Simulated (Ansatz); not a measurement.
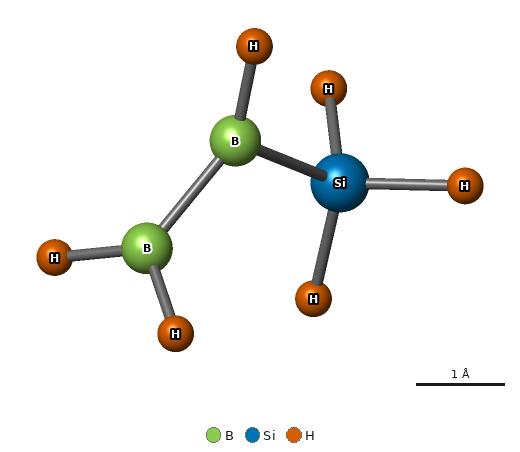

The input geometry (ball-and-stick view, seen at a tilt). Bond lengths as drawn: B–B 1.61 Å, B–H 1.21 to 1.22 Å, B–Si 2.04 Å and H–Si 1.51 Å.

# Run report: B2SiH6, geometry relaxation (part 1 of 2)

B2SiH6, computed with RKS PBE0-D4/def2-TZVP (Ansatz 0.2.0).

The geometry: PBE-D4/def2-SVP start.

**What the program printed**
```
Functional definition: PBE0
  name "PBE0"
  cite "Adamo & Barone, J. Chem. Phys. 110, 6158 (1999) doi:10.1063/1.478522"
  cite "Perdew, Burke & Ernzerhof, Phys. Rev. Lett. 77, 3865 (1996) doi:10.1103/PhysRevLett.77.3865"
  parent pbe
  parameter a = 0.25
  parameter kappa = 0.804
  parameter beta = 0.06672455060314922
  exchange = (1 - a)*pbe_x(kappa = kappa, mu = beta*pi^2/3) + a*exact_x
  correlation = pbe_c(beta = beta)
870 factors; their error is unknown
mean field evaluation 1: about -9319.1419 eV, gradient 2.3e1 eV
mean field evaluation 2: about -9319.7254 eV, gradient 1.9e1 eV
mean field evaluation 4: about -9321.0074 eV, gradient 5.4e-1 eV
mean field evaluation 8: about -9321.0344 eV, gradient 2.1e-1 eV
mean field evaluation 16: about -9321.0345 eV, gradient 1.6e-5 eV
mean field -9321.03451988 eV, -342.5417005815 hartree, gradient 1.6e-5 eV, S^2 0.000000; 0 other end points of the search recorded, 0 dependent functions left out
the calculation of the forces begins
reference -9321.03455598 eV, -342.5417019082 hartree; 15, 15 occupied and 120, 120 virtual orbitals, 870 factors
relax step   1: F+E_penalty+E_count = -9321.15333157 eV  Δ(F+E_penalty+E_count) = +0.000e0 eV  max|allowed force component| = 4.249e-1 eV/Å  Δτ_max = 0.0000 Å  (26 SCF iters, accepted)
these checks for a lower state are left out or cut short: starts, cluster_reference, orbital_swaps, neighbouring_geometries, increment
870 factors; their error is unknown
mean field -9321.06009105 eV, -342.5426403045 hartree, gradient 8.5e-6 eV, S^2 0.000000; 0 other end points of the search recorded, 0 dependent functions left out
the calculation of the forces begins
reference -9321.06012708 eV, -342.5426416287 hartree; 15, 15 occupied and 120, 120 virtual orbitals, 870 factors
relax step   2: F+E_penalty+E_count = -9321.17902136 eV  Δ(F+E_penalty+E_count) = -2.569e-2 eV  max|allowed force component| = 1.192e-1 eV/Å  Δτ_max = 0.0299 Å  (30 SCF iters, accepted)
these checks for a lower state are left out or cut short: starts, cluster_reference, orbital_swaps, neighbouring_geometries, increment
870 factors; their error is unknown
mean field -9321.06171287 eV, -342.5426999054 hartree, gradient 8.4e-6 eV, S^2 0.000000; 0 other end points of the search recorded, 0 dependent functions left out
the calculation of the forces begins
reference -9321.06174892 eV, -342.5427012304 hartree; 15, 15 occupied and 120, 120 virtual orbitals, 870 factors
relax step   3: F+E_penalty+E_count = -9321.18063115 eV  Δ(F+E_penalty+E_count) = -1.610e-3 eV  max|allowed force component| = 1.123e-1 eV/Å  Δτ_max = 0.0183 Å  (30 SCF iters, accepted)
these checks for a lower state are left out or cut short: starts, cluster_reference, orbital_swaps, neighbouring_geometries, increment
870 factors; their error is unknown
mean field evaluation 32: about -9321.0368 eV, gradient 9.9e-4 eV
mean field -9321.06305667 eV, -342.5427492893 hartree, gradient 8.4e-6 eV, S^2 0.000000; 0 other end points of the search recorded, 0 dependent functions left out
the calculation of the forces begins
reference -9321.06309272 eV, -342.5427506141 hartree; 15, 15 occupied and 120, 120 virtual orbitals, 870 factors
relax step   4: F+E_penalty+E_count = -9321.18186219 eV  Δ(F+E_penalty+E_count) = -1.231e-3 eV  max|allowed force component| = 3.899e-2 eV/Å  Δτ_max = 0.0136 Å  (30 SCF iters, accepted)
these checks for a lower state are left out or cut short: starts, cluster_reference, orbital_swaps, neighbouring_geometries, increment
870 factors; their error is unknown
mean field -9321.06329798 eV, -342.5427581570 hartree, gradient 8.5e-6 eV, S^2 0.000000; 0 other end points of the search recorded, 0 dependent functions left out
the calculation of the forces begins
reference -9321.06333405 eV, -342.5427594827 hartree; 15, 15 occupied and 120, 120 virtual orbitals, 870 factors
relax step   5: F+E_penalty+E_count = -9321.18203069 eV  Δ(F+E_penalty+E_count) = -1.685e-4 eV  max|allowed force component| = 7.945e-2 eV/Å  Δτ_max = 0.0121 Å  (29 SCF iters, accepted)
these checks for a lower state are left out or cut short: starts, cluster_reference, orbital_swaps, neighbouring_geometries, increment
870 factors; their error is unknown
mean field -9321.06464879 eV, -342.5428077983 hartree, gradient 8.4e-6 eV, S^2 0.000000; 0 other end points of the search recorded, 0 dependent functions left out
the calculation of the forces begins
reference -9321.06468490 eV, -342.5428091255 hartree; 15, 15 occupied and 120, 120 virtual orbitals, 870 factors
relax step   6: F+E_penalty+E_count = -9321.18290443 eV  Δ(F+E_penalty+E_count) = -8.737e-4 eV  max|allowed force component| = 6.498e-2 eV/Å  Δτ_max = 0.0330 Å  (28 SCF iters, accepted)
these checks for a lower state are left out or cut short: starts, cluster_reference, orbital_swaps, neighbouring_geometries, increment
870 factors; their error is unknown
mean field -9321.06746913 eV, -342.5429114440 hartree, gradient 1.1e-5 eV, S^2 0.000000; 0 other end points of the search recorded, 0 dependent functions left out
the calculation of the forces begins
reference -9321.06750540 eV, -342.5429127768 hartree; 15, 15 occupied and 120, 120 virtual orbitals, 870 factors
relax step   7: F+E_penalty+E_count = -9321.18435181 eV  Δ(F+E_penalty+E_count) = -1.447e-3 eV  max|allowed force component| = 9.213e-2 eV/Å  Δτ_max = 0.1052 Å  (27 SCF iters, accepted)
these checks for a lower state are left out or cut short: starts, cluster_reference, orbital_swaps, neighbouring_geometries, increment
870 factors; their error is unknown
mean field evaluation 64: about -9321.0683 eV, gradient 8.6e-6 eV
mean field -9321.06825054 eV, -342.5429401604 hartree, gradient 8.5e-6 eV, S^2 0.000000; 0 other end points of the search recorded, 0 dependent functions left out
the calculation of the forces begins
reference -9321.06828681 eV, -342.5429414931 hartree; 15, 15 occupied and 120, 120 virtual orbitals, 870 factors
relax step   8: F+E_penalty+E_count = -9321.18512041 eV  Δ(F+E_penalty+E_count) = -7.686e-4 eV  max|allowed force component| = 1.885e-2 eV/Å  Δτ_max = 0.0165 Å  (30 SCF iters, accepted)
these checks for a lower state are left out or cut short: starts, cluster_reference, orbital_swaps, neighbouring_geometries, increment
870 factors; their error is unknown
mean field -9321.06823813 eV, -342.5429397042 hartree, gradient 8.4e-6 eV, S^2 0.000000; 0 other end points of the search recorded, 0 dependent functions left out
the calculation of the forces begins
reference -9321.06827439 eV, -342.5429410368 hartree; 15, 15 occupied and 120, 120 virtual orbitals, 870 factors
relax step   9: F+E_penalty+E_count = -9321.18509117 eV  Δ(F+E_penalty+E_count) = +2.924e-5 eV  max|allowed force component| = 1.825e-2 eV/Å  Δτ_max = 0.0104 Å  (30 SCF iters, rejected (line search))
these checks for a lower state are left out or cut short: starts, cluster_reference, orbital_swaps, neighbouring_geometries, increment
870 factors; their error is unknown
mean field -9321.06833452 eV, -342.5429432464 hartree, gradient 2.0e-5 eV, S^2 0.000000; 0 other end points of the search recorded, 0 dependent functions left out
the calculation of the forces begins
reference -9321.06837079 eV, -342.5429445796 hartree; 15, 15 occupied and 120, 120 virtual orbitals, 870 factors
relax step  10: F+E_penalty+E_count = -9321.18515232 eV  Δ(F+E_penalty+E_count) = -3.191e-5 eV  max|allowed force component| = 7.058e-3 eV/Å  Δτ_max = 0.0052 Å  (22 SCF iters, accepted)
these checks for a lower state are left out or cut short: starts, cluster_reference, orbital_swaps, neighbouring_geometries, increment
870 factors; their error is unknown
mean field -9321.06831900 eV, -342.5429426764 hartree, gradient 1.3e-5 eV, S^2 0.000000; 0 other end points of the search recorded, 0 dependent functions left out
the calculation of the forces begins
reference -9321.06835528 eV, -342.5429440096 hartree; 15, 15 occupied and 120, 120 virtual orbitals, 870 factors
relax step  11: F+E_penalty+E_count = -9321.18512129 eV  Δ(F+E_penalty+E_count) = +3.103e-5 eV  max|allowed force component| = 2.200e-2 eV/Å  Δτ_max = 0.0040 Å  (22 SCF iters, rejected (line search))
these checks for a lower state are left out or cut short: starts, cluster_reference, orbital_swaps, neighbouring_geometries, increment
870 factors; their error is unknown
mean field -9321.06832661 eV, -342.5429429557 hartree, gradient 1.2e-5 eV, S^2 0.000000; 0 other end points of the search recorded, 0 dependent functions left out
the calculation of the forces begins
reference -9321.06836288 eV, -342.5429442888 hartree; 15, 15 occupied and 120, 120 virtual orbitals, 870 factors
relax step  12: F+E_penalty+E_count = -9321.18515475 eV  Δ(F+E_penalty+E_count) = -2.433e-6 eV  max|allowed force component| = 4.639e-3 eV/Å  Δτ_max = 0.0011 Å  (21 SCF iters, accepted)
870 factors; their error is unknown
mean field evaluation 96: about -9321.0415 eV, gradient 5.7e-1 eV
```

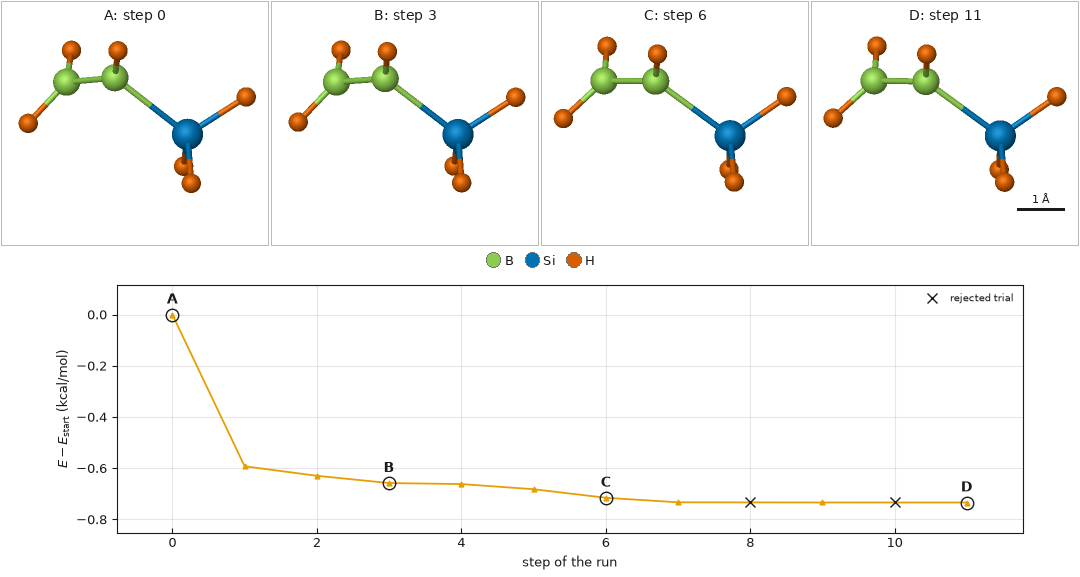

Frames of the relaxation (ball-and-stick view, seen at a tilt) above the curves, on which the letters mark them (the first geometry is step 0 here and step 1 in the log).

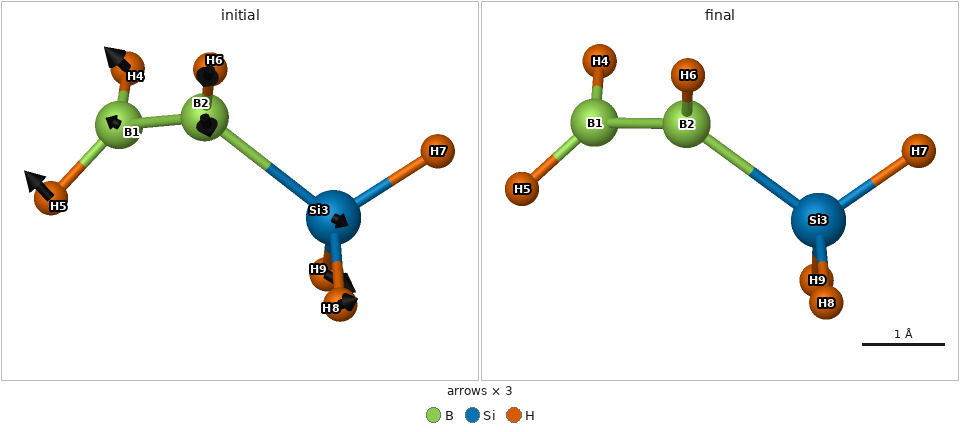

Before (left) and after (right) the relaxation, at one scale (ball-and-stick view, seen at a tilt). The black arrows give the displacements, magnified 3 times. The energy falls by 0.73 kcal/mol in 11 geometry steps. Largest force component: 0.42 eV/Å at the start, 0.0046 eV/Å at the end. The line search rejected the trial steps at points 8, 10 (counted from 0) and went back. The largest moves after the best rigid fit, 0.16 Å, are those of H5 and H9. By element the largest moves are H 0.16 Å, B 0.12 Å, Si 0.07 Å. Among the contacts that change: B1–H4 1.222 → 1.201 Å, B2–Si3 2.044 → 2.026 Å, Si3–H7 1.509 → 1.490 Å, B2–H6 1.214 → 1.197 Å. Among the angles that change: B1–B2–Si3 107.5° → 116.2°, B1–B2–H6 136.7° → 128.7°. (Atoms are counted from 1 in the order of the input.)

```
mean field -9321.06832661 eV, -342.5429429557 hartree, gradient 1.2e-5 eV, S^2 0.000000; 1 other end points of the search recorded, 0 dependent functions left out
the calculation of the forces begins
reference -9321.06836288 eV, -342.5429442888 hartree; 15, 15 occupied and 120, 120 virtual orbitals, 870 factors
Total energy: -9321.18519103 eV, -342.5472376439 hartree
Atom 0 at    -1.223492     0.956186    -0.749963 Å, force     0.000296    -0.001229     0.001218 eV/Å
Atom 1 at     0.327521     0.568608    -0.579942 Å, force     0.003974    -0.000062    -0.000681 eV/Å
Atom 2 at     0.742637    -0.902988     0.748655 Å, force     0.002207    -0.001683     0.001492 eV/Å
Atom 3 at    -1.939692     0.375726    -1.519536 Å, force    -0.002035     0.000209    -0.001803 eV/Å
Atom 4 at    -1.755695     1.764263    -0.038719 Å, force    -0.001608     0.001618     0.000250 eV/Å
Atom 5 at     1.280647     1.033506    -1.134736 Å, force    -0.002009    -0.002714     0.002909 eV/Å
Atom 6 at     1.445531    -2.005386     0.033436 Å, force     0.001533    -0.001363    -0.004630 eV/Å
Atom 7 at     1.656729    -0.356483     1.791138 Å, force     0.002281     0.004108     0.001484 eV/Å
Atom 8 at    -0.445686    -1.479731     1.432468 Å, force    -0.004639     0.001117    -0.000239 eV/Å
Dipole moment:     0.036686     0.037646    -0.040055 e Å
```
